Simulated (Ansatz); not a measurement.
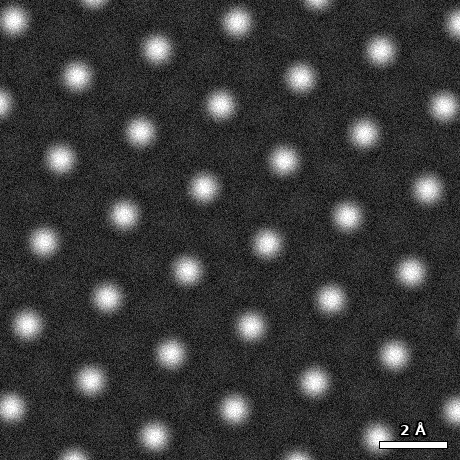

HRTEM-like image of Mo (Im-3m, No. 229) along [111]. Simulated in the weak-phase-object approximation with neutral-atom potentials: 300 kV, Cs = −15 µm, defocus +65 Å (negative is underfocus), defocus spread 12 Å, aperture 1.46 1/Å. Shot noise was added. Model: a calculation's starting geometry.

What point resolution do these settings give, and which lattice spacings pass?

Answer. About 0.7 Å (0.66 |Cs|^(1/4) λ^(3/4) with λ = 0.0197 Å). The spacings that carry visible contrast are {110} at 2.23 Å, {211} at 1.29 Å, {220} at 1.11 Å, {321} at 0.84 Å.

Do the atom columns appear dark or bright, and why?

Answer. Bright. With negative Cs and overfocus sin χ is positive over the pass band, so the strongest columns (Mo) come out brighter than the background.
